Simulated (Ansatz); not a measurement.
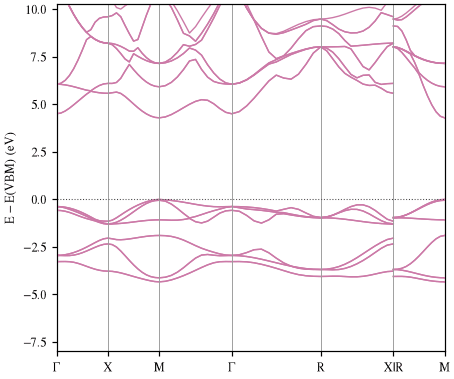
Figure. Band structure from DFT-PBEsol with spin–orbit coupling in the program Ansatz with PAW potentials

**Question.** Read off the gap and where the band edges lie.

**Answer.** About 4.3 eV (4.29 eV by a search for the band edges); maximum at M, minimum at M.

The material is Li3BrO (anti-perovskite, space group No. 221).

Space group Pm-3m (anti-perovskite). The first step of the workflow began from a Materials Project structure, measured or hypothetical; the Crystallography Open Database files this formula in space group No. 221, but the cells were not matched. Whether it is the stable phase at ambient conditions was not checked. The cell was relaxed with PBEsol under the symmetry of its start; whether a distortion lowers the energy is not shown.

Potentials: the later of the program's two PAW sets.
